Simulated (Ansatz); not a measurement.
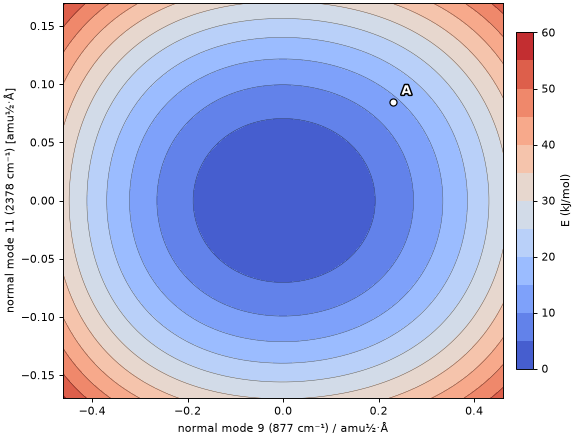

BH₃P₂, SMILES B1PP1. 
- First axis: normal mode 9 (877 cm⁻¹). Second axis: normal mode 11 (2378 cm⁻¹).
- Nothing is relaxed (straight displacements along the two mass-weighted modes).
- The grid has 13 × 13 points.
- Points are written as (first, second).
- All energies are given in kJ/mol relative to the lowest grid point.
- Level of theory: RKS PBE0-D4/def2-TZVP (Ansatz).

The picture shows filled contours, the point A. Between grid points the surface is interpolated.

Which way does the force act at A, and how strong is it?

Answer. A, at (0.230 amu½·Å, 0.085 amu½·Å), is not a stationary point. The computed force is 58 kJ/mol for each amu½·Å towards smaller values of normal mode 9 (877 cm⁻¹) and 163 kJ/mol for each amu½·Å towards smaller values of normal mode 11 (2378 cm⁻¹).
